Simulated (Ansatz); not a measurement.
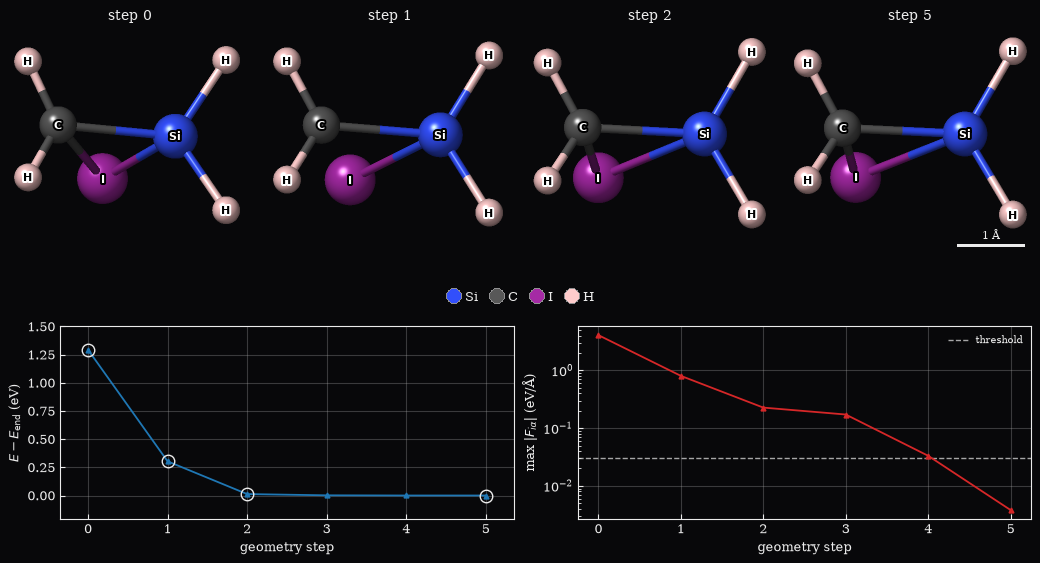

Frames of a relaxation of CH₄ISi (charge +1), marked on the history of the run. A ball-and-stick model, seen at a tilt.

It is one of the separated reactants of a reaction.

Computed with Ansatz, RKS PBE-D4/def2-SVP. Settings: force threshold 0.03 eV/Å; at most 250 steps.

What happens along the run?

The atom that moves furthest after the best rigid fit is the I atom (0.41 Å). By element the largest moves are I 0.41 Å, H 0.18 Å, Si 0.18 Å, C 0.16 Å. Among the contacts that change: I–Si 2.215 → 2.570 Å, C–I 2.528 → 2.254 Å, H–Si 1.420 → 1.488 Å, C–H 1.060 → 1.106 Å. Among the angles between lasting bonds that change: Si–C–I 58.5° → 76.7°, C–Si–I 76.6° → 58.6°, H–Si–H 114.8° → 121.9°. The energy falls by 1.294 eV in 5 geometry steps. Largest force component: 4.1 eV/Å at the start, 0.0038 eV/Å at the end. Cost: 9 s on 2 threads of Intel Xeon Platinum 8175M @ 2.50GHz (shared host). From step 0 to 1: the I atom moves most (0.20 Å), energy −0.990 eV. From step 1 to 2: the I atom moves most (0.20 Å), energy −0.291 eV. From step 2 to 5: the I atom moves most (0.04 Å), energy −0.013 eV.

```tsv
step	E − E(0), eV	largest force component, eV/Å
0	0.0000	4.0879
1	-0.9905	0.8054
2	-1.2811	0.2270
3	-1.2922	0.1723
4	-1.2938	0.0332
5	-1.2939	0.0038
```
